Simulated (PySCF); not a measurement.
C₃H₂NS, doublet, SMILES `[c]1nccs1`.

Computed with PySCF, HF/cc-pVTZ, geometry: GFN2-xTB. No frequency check shows the geometry to be a minimum. A basis without diffuse functions makes polarisabilities too small. The stability of the open-shell solution wasn't checked. GFN2-xTB bond lengths at metals and heavier atoms can be off by up to 0.1 Å and shapes distorted, which carries into these values. GFN2-xTB doesn't know the spin state, so this open-shell geometry is rough.

Cartesian coordinates (Å):

```
C1      -0.0106    1.2325    0.0000
N2      -1.1965    0.8293    0.0000
C3      -1.3053   -0.5302    0.0000
C4      -0.1027   -1.1597    0.0000
S5       1.1907    0.0084    0.0000
H6      -2.2775   -0.9869    0.0000
H7       0.1137   -2.2090    0.0000
```

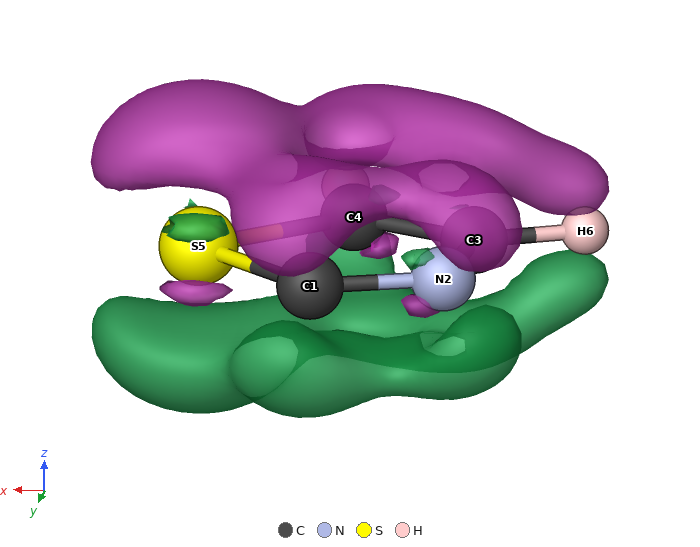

Change of the electron density in a uniform field of 0.41 V/Å, surfaces at ±0.003 e/Å³ (green: gain, purple: loss).

Question: Along which Cartesian direction does the field point?

Answer: Along +z: electrons gather on the −z side, against the field.

Question: What dipole is induced, and what polarisability does it imply?

Answer: The induced dipole is 0.61 D (along the field); α along this axis, from the fields in both directions, is 30 bohr³ (4.4 Å³).

Question: Which atoms gain and lose the most charge?

Answer: Hardly any: no atom's Hirshfeld charge changes by as much as 0.002 e. The density shifts from one side of each atom to the other; 0.068 electrons are displaced in all.

Run time: 7.3 s on 1 thread of Intel(R) Xeon(R) 6975P-C (Granite Rapids), with other jobs on the host, peak memory 0.35 GiB.
